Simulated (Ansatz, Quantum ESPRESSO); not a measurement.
# Screening and band shifts of Y2COS MXene, 1 layer, part 3 of 6

How does Y2COS MXene, 1 layer respond to a gate-like field without added charge?

Quantum ESPRESSO 7.5; plane-wave DFT, PBE, GBRV ultrasoft pseudopotentials; geometry and cross-check by Ansatz 0.2.0 with PAW datasets.

So far. Step 3 (SCF with pw.x: no field): The run needed 22 iterations to bring the estimated error under 1e-09 Ry; the largest force on any atom, held or free, is 0.01 eV/Å. Step 4 (Electrostatic potential): The vacuum is flat to 0.1 meV/Å, so its level is well defined. Inside the slab the curve depends on the local part of the pseudopotentials; only the vacuum level has a meaning of its own.

## 5. Band structure: no field

The density is frozen and the levels are solved along a path.

The input, f0.bands.in:

```
&control
  prefix = 'f0.bands'
  outdir = './out'
  pseudo_dir = './pseudo'
  calculation = 'bands'
  tefield = .true.
  dipfield = .true.
/
&system
  ibrav = 0
  nat = 5
  ntyp = 4
  ecutwfc = 40
  ecutrho = 200
  occupations = 'smearing'
  smearing = 'fd'
  degauss = 0.004
  edir = 3
  emaxpos = 0.97
  eopreg = 0.04
  eamp = 0.0
  nbnd = 25
/
&electrons
  conv_thr = 1e-07
  mixing_beta = 0.4
  electron_maxstep = 120
  mixing_mode = 'local-TF'
/
ATOMIC_SPECIES
  S   32.0600  s_pbe_v1.4.uspp.F.UPF
  Y   88.9058  y_pbe_v1.4.uspp.F.UPF
  C   12.0110  c_pbe_v1.2.uspp.F.UPF
  O   15.9990  o_pbe_v1.2.uspp.F.UPF
CELL_PARAMETERS angstrom
  3.63488059358077 -0.00000000000000 0.00000000000000
  -1.81744029679038 3.14789893376401 0.00000000000000
  0.00000000000000 0.00000000000000 22.89722030950000
ATOMIC_POSITIONS crystal
  S   0.333333333333 0.666666666667 0.378385210280
  Y   0.666666666667 0.333333333333 0.449157038062
  C   -0.000000000000 0.000000000000 0.509226024627
  Y   0.333333333333 0.666666666667 0.587599042839
  O   0.666666666667 0.333333333333 0.617204587792
K_POINTS crystal_b
4
  0.0000000000 0.0000000000 0.0000000000 14
  0.5000000000 0.0000000000 0.0000000000 14
  0.3333333333 0.3333333333 0.0000000000 14
  0.0000000000 0.0000000000 0.0000000000 1
```

Launch:

```bash
> cp -r out/f0.save out/f0.bands.save
> cp out/f0.xml out/f0.bands.xml
> OMP_NUM_THREADS=1 mpirun -n 4 pw.x -nk 4 -in f0.bands.in > f0.bands.out
```

What it wrote:

```text
[banner, memory and clock lines left out]
Program PWSCF v.7.5 starts

          URL

     Presently no symmetry can be used with electric field

     Atomic positions and unit cell read from directory:
     ./out/f0.bands.save/

     G-vector sticks info

     bravais-lattice index     =            0
     lattice parameter (alat)  =       6.8689  a.u.
     unit-cell volume          =    1768.0327 (a.u.)^3
     number of atoms/cell      =            5
     number of atomic types    =            4
     number of electrons       =        38.00
     number of Kohn-Sham states=           25
     kinetic-energy cutoff     =      40.0000  Ry
     charge density cutoff     =     200.0000  Ry
     Exchange-correlation= SLA  PW   PBE  PBE
                           (   1   4   3   4   0   0   0)

     celldm(1)=   6.868929  celldm(2)=   0.000000  celldm(3)=   0.000000
     celldm(4)=   0.000000  celldm(5)=   0.000000  celldm(6)=   0.000000

     crystal axes: (cart. coord. in units of alat)
               a(1) = (   1.000000  -0.000000   0.000000 )
               a(2) = (  -0.500000   0.866025   0.000000 )
               a(3) = (   0.000000   0.000000   6.299305 )

     reciprocal axes: (cart. coord. in units 2 pi/alat)
               b(1) = (  1.000000  0.577350 -0.000000 )
               b(2) = (  0.000000  1.154701 -0.000000 )
               b(3) = ( -0.000000 -0.000000  0.158748 )

     PseudoPot. # 1 for S  read from file:
     ./pseudo/s_pbe_v1.4.uspp.F.UPF
     Pseudo is Ultrasoft + core correction, Zval =  6.0
     Generated by new atomic code, or converted to UPF format
     Using radial grid of  907 points,  6 beta functions with:
                l(1) =   0
                l(2) =   0
                l(3) =   1
                l(4) =   1
                l(5) =   2
                l(6) =   2
     Q(r) pseudized with  8 coefficients,  rinner =    1.300   1.300   1.300
                                                       1.300   1.300

     PseudoPot. # 2 for Y  read from file:
     ./pseudo/y_pbe_v1.4.uspp.F.UPF
     Pseudo is Ultrasoft + core correction, Zval = 11.0
     Generated by new atomic code, or converted to UPF format
     Using radial grid of  885 points,  6 beta functions with:
                l(1) =   0
                l(2) =   0
                l(3) =   1
                l(4) =   1
                l(5) =   2
                l(6) =   2
     Q(r) pseudized with  8 coefficients,  rinner =    1.200   1.200   1.200
                                                       1.200   1.200

     PseudoPot. # 3 for C  read from file:
     ./pseudo/c_pbe_v1.2.uspp.F.UPF
     Pseudo is Ultrasoft + core correction, Zval =  4.0
     Generated by new atomic code, or converted to UPF format
     Using radial grid of  721 points,  4 beta functions with:
                l(1) =   0
                l(2) =   0
                l(3) =   1
                l(4) =   1
     Q(r) pseudized with  8 coefficients,  rinner =    1.100   1.100   1.100

     PseudoPot. # 4 for O  read from file:
     ./pseudo/o_pbe_v1.2.uspp.F.UPF
     Pseudo is Ultrasoft + core correction, Zval =  6.0
     Generated by new atomic code, or converted to UPF format
     Using radial grid of  737 points,  5 beta functions with:
                l(1) =   0
                l(2) =   0
                l(3) =   1
                l(4) =   1
                l(5) =   2
     Q(r) pseudized with  8 coefficients,  rinner =    0.900   0.900   0.900
                                                       0.900   0.900

     atomic species   valence    mass     pseudopotential
     S                 6.00    32.06000     S ( 1.00)
     Y                11.00    88.90580     Y ( 1.00)
     C                 4.00    12.01100     C ( 1.00)
     O                 6.00    15.99900     O ( 1.00)

     No symmetry found

   Cartesian axes

     site n.     atom                  positions (alat units)
         1        S      tau(   1) = (  -0.0000000   0.5773503   2.3835637  )
         2        Y      tau(   2) = (   0.5000000   0.2886751   2.8293770  )
         3        C      tau(   3) = (   0.0000000   0.0000000   3.2077699  )
         4        Y      tau(   4) = (  -0.0000000   0.5773503   3.7014654  )
         5        O      tau(   5) = (   0.5000000   0.2886751   3.8879597  )

     number of k points=    43  Fermi-Dirac smearing, width (Ry)=  0.0040
                       cart. coord. in units 2pi/alat
        k(    1) = (   0.0000000   0.0000000   0.0000000), wk =   0.0465116
        k(    2) = (   0.0357143   0.0206197   0.0000000), wk =   0.0465116
        k(    3) = (   0.0714286   0.0412393   0.0000000), wk =   0.0465116
        k(    4) = (   0.1071429   0.0618590   0.0000000), wk =   0.0465116
        k(    5) = (   0.1428571   0.0824786   0.0000000), wk =   0.0465116
        k(    6) = (   0.1785714   0.1030983   0.0000000), wk =   0.0465116
        k(    7) = (   0.2142857   0.1237179   0.0000000), wk =   0.0465116
        k(    8) = (   0.2500000   0.1443376   0.0000000), wk =   0.0465116
        k(    9) = (   0.2857143   0.1649572   0.0000000), wk =   0.0465116
        k(   10) = (   0.3214286   0.1855769   0.0000000), wk =   0.0465116
        k(   11) = (   0.3571429   0.2061965   0.0000000), wk =   0.0465116
        k(   12) = (   0.3928571   0.2268162   0.0000000), wk =   0.0465116
        k(   13) = (   0.4285714   0.2474358   0.0000000), wk =   0.0465116
        k(   14) = (   0.4642857   0.2680555   0.0000000), wk =   0.0465116
        k(   15) = (   0.5000000   0.2886751   0.0000000), wk =   0.0465116
        k(   16) = (   0.4880952   0.3092948   0.0000000), wk =   0.0465116
        k(   17) = (   0.4761905   0.3299144   0.0000000), wk =   0.0465116
        k(   18) = (   0.4642857   0.3505341   0.0000000), wk =   0.0465116
        k(   19) = (   0.4523810   0.3711537   0.0000000), wk =   0.0465116
        k(   20) = (   0.4404762   0.3917734   0.0000000), wk =   0.0465116
        k(   21) = (   0.4285714   0.4123930   0.0000000), wk =   0.0465116
        k(   22) = (   0.4166667   0.4330127   0.0000000), wk =   0.0465116
        k(   23) = (   0.4047619   0.4536324   0.0000000), wk =   0.0465116
        k(   24) = (   0.3928571   0.4742520   0.0000000), wk =   0.0465116
        k(   25) = (   0.3809524   0.4948717   0.0000000), wk =   0.0465116
        k(   26) = (   0.3690476   0.5154913   0.0000000), wk =   0.0465116
        k(   27) = (   0.3571429   0.5361110   0.0000000), wk =   0.0465116
        k(   28) = (   0.3452381   0.5567306   0.0000000), wk =   0.0465116
        k(   29) = (   0.3333333   0.5773503   0.0000000), wk =   0.0465116
        k(   30) = (   0.3095238   0.5361110   0.0000000), wk =   0.0465116
[...]
-42.0460 -41.5886 -22.8953 -22.1776 -22.0686 -22.0189 -21.7105 -21.6299
   -16.9416 -11.8012  -9.0677  -4.5169  -3.8585  -3.4105  -3.1516  -2.6270
    -2.1975  -1.9692  -1.3154  -0.9457   1.6899   3.7284   3.8185   4.8482
     5.4510

          k = 0.4643 0.3505 0.0000 (  7588 PWs)   bands (ev):

   -42.0456 -41.5883 -22.8916 -22.1763 -22.0816 -22.0141 -21.7099 -21.6395
   -16.9339 -11.7952  -9.0676  -4.4862  -3.8384  -3.4123  -3.1626  -2.6201
    -2.2553  -1.9333  -1.3331  -1.0221   1.7816   3.7066   3.8129   4.7900
     5.4151

          k = 0.4524 0.3712 0.0000 (  7575 PWs)   bands (ev):

   -42.0452 -41.5879 -22.8865 -22.1745 -22.0987 -22.0077 -21.7090 -21.6524
   -16.9237 -11.7872  -9.0672  -4.4438  -3.8109  -3.4154  -3.1778  -2.6136
    -2.3083  -1.9069  -1.3723  -1.1018   1.8973   3.6707   3.8113   4.7350
     5.3386

          k = 0.4405 0.3918 0.0000 (  7565 PWs)   bands (ev):

   -42.0446 -41.5875 -22.8805 -22.1724 -22.1190 -21.9998 -21.7081 -21.6685
   -16.9117 -11.7776  -9.0665  -4.3905  -3.7772  -3.4200  -3.1969  -2.6114
    -2.3506  -1.8936  -1.4420  -1.1649   2.0292   3.6233   3.8136   4.6908
     5.2358

          k = 0.4286 0.4124 0.0000 (  7555 PWs)   bands (ev):

   -42.0440 -41.5869 -22.8738 -22.1701 -22.1413 -21.9904 -21.7071 -21.6870
   -16.8983 -11.7669  -9.0655  -4.3272  -3.7383  -3.4270  -3.2194  -2.6177
    -2.3768  -1.9002  -1.5312  -1.2084   2.1699   3.5699   3.8183   4.6587
     5.1191

          k = 0.4167 0.4330 0.0000 (  7563 PWs)   bands (ev):

   -42.0433 -41.5863 -22.8666 -22.1699 -22.1628 -21.9795 -21.7106 -21.7033
   -16.8843 -11.7556  -9.0640  -4.2550  -3.6960  -3.4369  -3.2440  -2.6340
    -2.3863  -1.9375  -1.6111  -1.2421   2.3127   3.5183   3.8241   4.6340
     4.9942

          k = 0.4048 0.4536 0.0000 (  7567 PWs)   bands (ev):

   -42.0425 -41.5857 -22.8596 -22.1898 -22.1640 -21.9671 -21.7316 -21.7036
   -16.8703 -11.7442  -9.0620  -4.1755  -3.6528  -3.4507  -3.2689  -2.6573
    -2.3850  -2.0079  -1.6623  -1.2728   2.4503   3.4780   3.8301   4.6079
     4.8658

          k = 0.3929 0.4743 0.0000 (  7573 PWs)   bands (ev):

   -42.0418 -41.5851 -22.8531 -22.2121 -22.1618 -21.9534 -21.7550 -21.7025
   -16.8572 -11.7334  -9.0594  -4.0905  -3.6125  -3.4691  -3.2911  -2.6836
    -2.3841  -2.0903  -1.6907  -1.3024   2.5734   3.4610   3.8358   4.5697
     4.7394

          k = 0.3810 0.4949 0.0000 (  7575 PWs)   bands (ev):

   -42.0412 -41.5846 -22.8475 -22.2322 -22.1596 -21.9385 -21.7790 -21.7014
   -16.8454 -11.7235  -9.0566  -4.0022  -3.5806  -3.4930  -3.3062  -2.7111
    -2.3976  -2.1539  -1.7093  -1.3300   2.6709   3.4792   3.8411   4.5082
     4.6252

          k = 0.3690 0.5155 0.0000 (  7571 PWs)   bands (ev):

   -42.0406 -41.5841 -22.8432 -22.2489 -22.1577 -21.9224 -21.8029 -21.7004
   -16.8355 -11.7152  -9.0536  -3.9134  -3.5642  -3.5211  -3.3102  -2.7398
    -2.4302  -2.1820  -1.7249  -1.3537   2.7353   3.5388   3.8466   4.4174
     4.5346

          k = 0.3571 0.5361 0.0000 (  7557 PWs)   bands (ev):

   -42.0402 -41.5837 -22.8404 -22.2613 -22.1562 -21.9054 -21.8259 -21.6997
   -16.8280 -11.7089  -9.0508  -3.8281  -3.5754  -3.5428  -3.3037  -2.7685
    -2.4657  -2.1858  -1.7386  -1.3718   2.7692   3.6285   3.8557   4.3156
     4.4612

          k = 0.3452 0.5567 0.0000 (  7559 PWs)   bands (ev):

   -42.0399 -41.5835 -22.8389 -22.2688 -22.1553 -21.8879 -21.8474 -21.6992
   -16.8234 -11.7049  -9.0486  -3.7539  -3.6092  -3.5542  -3.2942  -2.7910
    -2.4887  -2.1821  -1.7488  -1.3832   2.7825   3.7104   3.8766   4.2335
     4.3991

          k = 0.3333 0.5774 0.0000 (  7563 PWs)   bands (ev):

   -42.0398 -41.5834 -22.8386 -22.2713 -22.1550 -21.8741 -21.8625 -21.6990
   -16.8217 -11.7035  -9.0478  -3.7178  -3.6291  -3.5614  -3.2901  -2.7997
    -2.4959  -2.1799  -1.7526  -1.3870   2.7854   3.7394   3.8958   4.2061
     4.3658

          k = 0.3095 0.5361 0.0000 (  7555 PWs)   bands (ev):

   -42.0402 -41.5838 -22.8385 -22.2621 -22.1563 -21.9017 -21.8290 -21.6998
   -16.8285 -11.7093  -9.0525  -3.7899  -3.6403  -3.5134  -3.2995  -2.7681
    -2.4739  -2.1870  -1.7362  -1.3716   2.7810   3.6534   3.8543   4.1615
     4.5762

          k = 0.2857 0.4949 0.0000 (  7565 PWs)   bands (ev):

   -42.0418 -41.5851 -22.8336 -22.2380 -22.1598 -21.9226 -21.7899 -21.7021
   -16.8490 -11.7271  -9.0700  -3.8776  -3.6827  -3.4920  -3.2885  -2.7049
    -2.4313  -2.1827  -1.6924  -1.3276   2.7742   3.4782   3.8351   4.0805
     4.9139

          k = 0.2619 0.4536 0.0000 (  7563 PWs)   bands (ev):

   -42.0445 -41.5874 -22.8174 -22.2056 -22.1639 -21.9303 -21.7525 -21.7050
   -16.8834 -11.7568  -9.1034  -3.9522  -3.7185  -3.5124  -3.2615  -2.6681
    -2.3798  -2.1333  -1.6294  -1.2618   2.7673   3.2992   3.8364   4.0126
     5.0921

          k = 0.2381 0.4124 0.0000 (  7577 PWs)   bands (ev):

   -42.0484 -41.5906 -22.7853 -22.1840 -22.1540 -21.9238 -21.7287 -21.6979
   -16.9311 -11.7981  -9.1529  -4.0282  -3.7408  -3.5020  -3.2527  -2.7004
    -2.2727  -2.0709  -1.5478  -1.1803   2.7587   3.1411   3.8370   3.9601
     5.0618

          k = 0.2143 0.3712 0.0000 (  7567 PWs)   bands (ev):

   -42.0534 -41.5948 -22.7351 -22.1887 -22.1180 -21.9030 -21.7312 -21.6688
   -16.9915 -11.8503  -9.2144  -4.1123  -3.7671  -3.4376  -3.2435  -2.7755
    -2.1144  -2.0368  -1.4485  -1.0845   2.7440   3.0156   3.8064   3.9330
     4.9363

          k = 0.1905 0.3299 0.0000 (  7563 PWs)   bands (ev):

   -42.0593 -41.5998 -22.6677 -22.1980 -22.0796 -21.8688 -21.7407 -21.6370
   -17.0638 -11.9127  -9.2815  -4.1958  -3.8056  -3.4158  -3.1395  -2.8533
    -2.0380  -1.9341  -1.3377  -0.9747   2.7197   2.9290   3.7317   3.9325
     4.7675

          k = 0.1667 0.2887 0.0000 (  7529 PWs)   bands (ev):

   -42.0659 -41.6053 -22.5868 -22.2062 -22.0437 -21.8247 -21.7509 -21.6078
   -17.1466 -11.9836  -9.3470  -4.2691  -3.8556  -3.4604  -3.0328  -2.8206
    -2.0516  -1.7637  -1.2106  -0.8591   2.6937   2.8787   3.6216   3.9469
     4.5706

          k = 0.1429 0.2474 0.0000 (  7525 PWs)   bands (ev):

   -42.0727 -41.6110 -22.5009 -22.2075 -22.0121 -21.7870 -21.7471 -21.5823
   -17.2376 -12.0606  -9.4051  -4.3263  -3.9178  -3.5293  -3.0637  -2.6143
    -2.0389  -1.6203  -1.0484  -0.7569   2.6821   2.8592   3.4841   3.9636
     4.3318

          k = 0.1190 0.2062 0.0000 (  7511 PWs)   bands (ev):

   -42.0794 -41.6166 -22.4265 -22.1901 -21.9854 -21.7890 -21.6996 -21.5607
   -17.3332 -12.1396  -9.4523  -4.3634  -3.9908  -3.6148  -3.0929  -2.4537
    -1.9596  -1.4676  -0.8526  -0.6897   2.6940   2.8721   3.3302   3.9541
     4.0678

          k = 0.0952 0.1650 0.0000 (  7497 PWs)   bands (ev):

   -42.0855 -41.6218 -22.3830 -22.1405 -21.9639 -21.8004 -21.6429 -21.5432
   -17.4280 -12.2156  -9.4876  -4.3778  -4.0695  -3.7110  -3.1111  -2.3562
    -1.8794  -1.2239  -0.7035  -0.6184   2.7265   2.9150   3.1800   3.7551
     3.9764

          k = 0.0714 0.1237 0.0000 (  7483 PWs)   bands (ev):

   -42.0908 -41.6262 -22.3685 -22.0684 -21.9475 -21.8122 -21.5907 -21.5298
   -17.5148 -12.2829  -9.5120  -4.3678  -4.1451  -3.8109  -3.1344  -2.2452
    -1.8551  -0.9327  -0.7084  -0.4388   2.7656   2.9678   3.0630   3.5051
     3.9552

          k = 0.0476 0.0825 0.0000 (  7469 PWs)   bands (ev):

   -42.0948 -41.6296 -22.3668 -21.9979 -21.9360 -21.8231 -21.5490 -21.5203
   -17.5855 -12.3358  -9.5273  -4.3353  -4.2079  -3.9088  -3.1638  -2.0976
    -1.8599  -0.9185  -0.5008  -0.2892   2.7822   2.9704   3.0463   3.2867
     3.9532

          k = 0.0238 0.0412 0.0000 (  7443 PWs)   bands (ev):

   -42.0974 -41.6317 -22.3682 -21.9466 -21.9292 -21.8325 -21.5221 -21.5146
   -17.6319 -12.3696  -9.5355  -4.2901  -4.2493  -3.9937  -3.1883  -1.9466
    -1.8699  -1.0393  -0.2573  -0.1943   2.7634   2.9658   3.0729   3.1313
     3.9705

          k = 0.0000 0.0000 0.0000 (  7455 PWs)   bands (ev):

   -42.0982 -41.6325 -22.3689 -21.9270 -21.9270 -21.8372 -21.5127 -21.5127
   -17.6481 -12.3812  -9.5381  -4.2637  -4.2637  -4.0334  -3.1976  -1.8743
    -1.8743  -1.1039  -0.1620  -0.1620   2.7494   2.9641   3.0807   3.0807
     3.9778

     XML data file, pseudopotentials, collected wavefunctions

                                        0.00s GPU  (     690 calls)
[key lines of the parts left out:]
Dipole field          0.0014 Ry au,
```

The job ended after 36 s (4 MPI ranks of Arm Neoverse V2, shared host; peak memory 0.39 GiB).

This step gave:

| Quantity | Value |
| --- | --- |
| valence top, on the run's zero | -0.1620 eV |

Band numbers count within the set of bands kept for display. Electronic bands along the path, in eV, zero at the Fermi level; # counts the bands kept:

```
point     #6     #7     #8     #9    #10   #11   #12   #13
    Γ  -0.81  -0.81  -0.04   0.90   0.90  3.81  4.03  4.15
    M  -1.57  -1.04  -0.97  -0.24   0.19  2.68  4.81  4.89
    K  -1.73  -1.43  -1.11  -0.69  -0.32  3.85  4.80  4.96
    Γ  -0.81  -0.81  -0.04   0.90   0.90  3.81  4.03  4.15
```

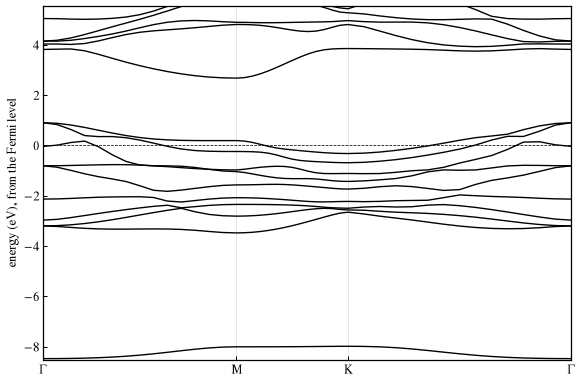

Electronic bands along the path.

By band count these two levels touch or overlap: there is no gap, and they are no band edges.

## 6. Self-consistent run: field 0.1 V/Å

eamp is the field in Hartree atomic units (1 a.u. = 51.42 V/Å). With dipfield on, it is the field in the vacuum beside an isolated sheet. The run starts from the density of the one before.

The input, f1.in:

```
&control
  prefix = 'f1'
  outdir = './out'
  pseudo_dir = './pseudo'
  calculation = 'scf'
  tprnfor = .true.
  tefield = .true.
  dipfield = .true.
/
&system
  ibrav = 0
  nat = 5
  ntyp = 4
  ecutwfc = 40
  ecutrho = 200
  occupations = 'smearing'
  smearing = 'fd'
  degauss = 0.004
  edir = 3
  emaxpos = 0.97
  eopreg = 0.04
  eamp = 0.00194469
/
&electrons
  conv_thr = 1e-09
  mixing_beta = 0.4
  electron_maxstep = 120
  mixing_mode = 'plain'
  startingpot = 'file'
/
ATOMIC_SPECIES
  S   32.0600  s_pbe_v1.4.uspp.F.UPF
  Y   88.9058  y_pbe_v1.4.uspp.F.UPF
  C   12.0110  c_pbe_v1.2.uspp.F.UPF
  O   15.9990  o_pbe_v1.2.uspp.F.UPF
CELL_PARAMETERS angstrom
  3.63488059358077 -0.00000000000000 0.00000000000000
  -1.81744029679038 3.14789893376401 0.00000000000000
  0.00000000000000 0.00000000000000 22.89722030950000
ATOMIC_POSITIONS crystal
  S   0.333333333333 0.666666666667 0.378385210280
  Y   0.666666666667 0.333333333333 0.449157038062
  C   -0.000000000000 0.000000000000 0.509226024627
  Y   0.333333333333 0.666666666667 0.587599042839
  O   0.666666666667 0.333333333333 0.617204587792
K_POINTS automatic
  12 12 1 0 0 0
```

Launch:

```bash
> cp -r out/f0.save out/f1.save
> OMP_NUM_THREADS=1 mpirun -n 4 pw.x -nk 4 -in f1.in > f1.out
```

What it wrote:

```text
[banner, memory and clock lines left out]
Program PWSCF v.7.5 starts
[...]
number of electrons       =        38.00
     number of Kohn-Sham states=           23
     kinetic-energy cutoff     =      40.0000  Ry
     charge density cutoff     =     200.0000  Ry
[...]
number of k points=    74  Fermi-Dirac smearing, width (Ry)=  0.0040
[...]
Dense  grid:    84603 G-vectors     FFT dimensions: (  32,  32, 200)
[...]
The initial density is read from file :
[...]
negative rho (up, down):  4.598E-04 0.000E+00
[...]
Starting wfcs are   38 randomized atomic wfcs
[...]
negative rho (up, down):  4.597E-04 0.000E+00
[...]
estimated scf accuracy    <       0.05362648 Ry
[...]
negative rho (up, down):  4.651E-04 0.000E+00
[...]
estimated scf accuracy    <       3.73691856 Ry
[...]
negative rho (up, down):  4.629E-04 0.000E+00
[...]
estimated scf accuracy    <       0.00167228 Ry
[...]
negative rho (up, down):  4.618E-04 0.000E+00
[...]
estimated scf accuracy    <       0.00010400 Ry
[...]
negative rho (up, down):  4.615E-04 0.000E+00
[...]
estimated scf accuracy    <       0.00003400 Ry
[...]
negative rho (up, down):  4.617E-04 0.000E+00
[...]
estimated scf accuracy    <       0.00000577 Ry
[...]
negative rho (up, down):  4.615E-04 0.000E+00
[...]
estimated scf accuracy    <       0.00000059 Ry
[...]
negative rho (up, down):  4.614E-04 0.000E+00
[...]
estimated scf accuracy    <       0.00000015 Ry
[...]
negative rho (up, down):  4.614E-04 0.000E+00
[...]
estimated scf accuracy    <       0.00000002 Ry
[...]
negative rho (up, down):  4.613E-04 0.000E+00
[...]
estimated scf accuracy    <          4.0E-09 Ry
[...]
negative rho (up, down):  4.613E-04 0.000E+00
[...]
Computed dipole along edir(3) :
        Dipole                0.2805 Ry au,          0.7131 Debye
        Dipole field          0.0020 Ry au,
        E field amplitude [Ha a.u.]:  1.9447E-03
        Potential amp.       -0.0041 Ry
        Total length         41.5387 bohr
[...]
the Fermi energy is    -1.0695 ev
!    total energy              =    -253.82745400 Ry
     estimated scf accuracy    <          4.8E-10 Ry
     smearing contrib. (-TS)   =      -0.00331310 Ry
     internal energy E=F+TS    =    -253.82414090 Ry
[...]
one-electron contribution =   -1586.57948554 Ry
     hartree contribution      =     797.16983776 Ry
     xc contribution           =     -74.07629858 Ry
     ewald contribution        =     609.66233719 Ry
     electric field correction =      -0.00053174 Ry
     convergence has been achieved in  11 iterations
     negative rho (up, down):  4.613E-04 0.000E+00
[...]
Total force =     0.002240     Total SCF correction =     0.000057
[...]
```

Elapsed: 77 s, on 4 MPI ranks; peak memory 0.91 GiB.

This step gave:

```
free energy                          : -3453.4984 eV
energy at zero smearing              : -3453.4759 eV
Fermi energy                         : -1.069 eV
dipole along the normal              : 0.1485 e·Å
valence top, on the run's zero       : -0.1684 eV
conduction bottom, on the run's zero : -1.386 eV
```

By band count these two levels touch or overlap: there is no gap, and they are no band edges.

The dipole goes from 0.1049 to 0.1485 e Å, 0.4358 e Å per V/Å.

[end of part 3 of 6]

[Logs are printed without paths, hosts, clocks, repeated set-up lines and the standing remarks that a program may print on its own settings, such as how far it seeks lower states.]

[Hosts, paths, dates, database ids (printed as entryN), source tags and the programs' standing remarks are cut or masked in the printed files.]

[Maps of the electrostatic potential energy from Ansatz leave out the sawtooth potential of an applied field or a dipole correction, so their vacuum need not be flat; planar profiles and work functions include it.]
